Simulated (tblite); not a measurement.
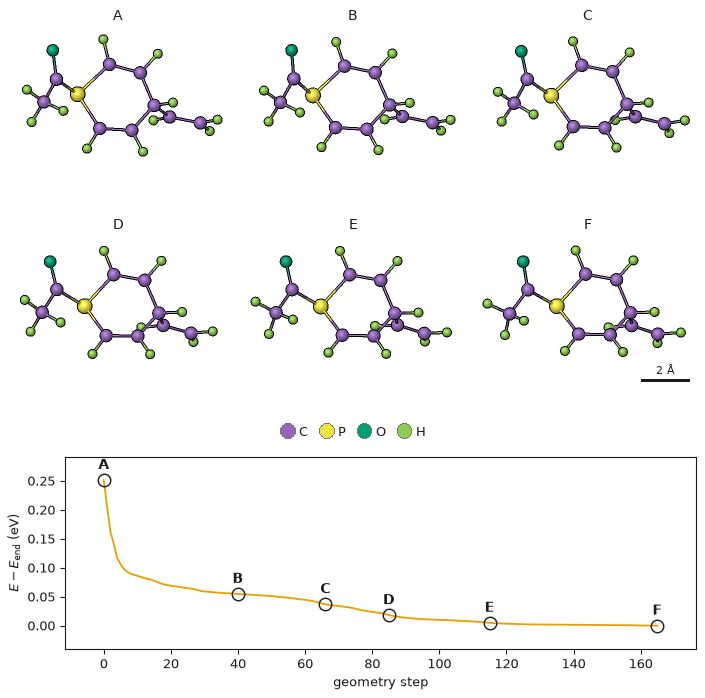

Frames of a relaxation of C9H11OP, marked on the history of the run. Style: ball-and-stick. Shown at a tilt.

These are results of GFN2-xTB geometry optimisation, gas phase (tblite), not measurements. 

What happens along the run?

Answer. After 165 geometry steps the energy has fallen by 0.251 eV. The largest move after the best rigid fit is that of an H atom, 1.05 Å. Largest moves by element: H 1.05 Å, C 0.67 Å, P 0.40 Å, O 0.30 Å. Near-neighbour distances that change, for instance: C–P 1.839 → 1.807 Å, C–O 1.226 → 1.204 Å, C–C 1.348 → 1.327 Å, C–H 1.112 → 1.094 Å. Among the angles between lasting bonds that change: C–C–C 116.2° → 111.1°, C–P–C 101.6° → 97.0°, C–C–C 127.7° → 123.1°. Groups turn about C–C by about 30°, C–C by about 30°. Cost: 1.6 s on 1 thread of Arm Neoverse V1, on a shared host. From step 0 to 40: an H atom moves most (0.20 Å), energy −0.197 eV. From step 40 to 66: an H atom moves most (0.34 Å), energy −0.018 eV. From step 66 to 85: an H atom moves most (0.29 Å), energy −0.019 eV. From step 85 to 115: an H atom moves most (0.29 Å), energy −0.013 eV. From step 115 to 165: an H atom moves most (0.25 Å), energy −0.005 eV.

```tsv
step	E − E(0), eV
0	0.0000
1	-0.0471
2	-0.0894
3	-0.1108
4	-0.1350
5	-0.1452
6	-0.1536
7	-0.1584
8	-0.1619
9	-0.1636
10	-0.1652
18	-0.1803
26	-0.1875
34	-0.1945
43	-0.1977
51	-0.2009
59	-0.2061
67	-0.2156
75	-0.2222
83	-0.2301
92	-0.2389
100	-0.2413
108	-0.2436
116	-0.2470
124	-0.2489
132	-0.2495
141	-0.2499
149	-0.2504
157	-0.2507
165	-0.2514
```
